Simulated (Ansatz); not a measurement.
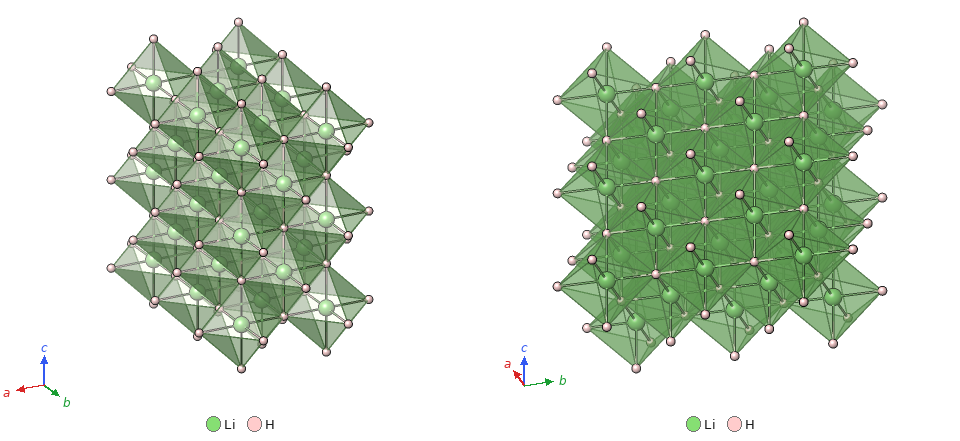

Polyhedra are drawn about Li (bonds: H–Li below 2.2 Å); other atoms are plain spheres. Two views of the same piece.

The compound is LiH (space group Fm-3m, No. 225), taken as a calculation's input that goes back to an entry of the Crystallography Open Database (an earlier step may have relaxed or displaced it).

Question: What figure surrounds each Li atom, and what does it share with the other drawn polyhedra?

Answer: Li: LiH6 octahedron, sharing corners with six neighbours and edges with twelve neighbours.

Question: How do these polyhedra hang together as a whole?

Answer: They form a three-dimensional framework of corner- and edge-sharing octahedra.

Question: How far apart are the centres of linked polyhedra?

Answer: Centre to centre across a shared corner: 4.00 Å; across a shared edge: 2.83 Å.
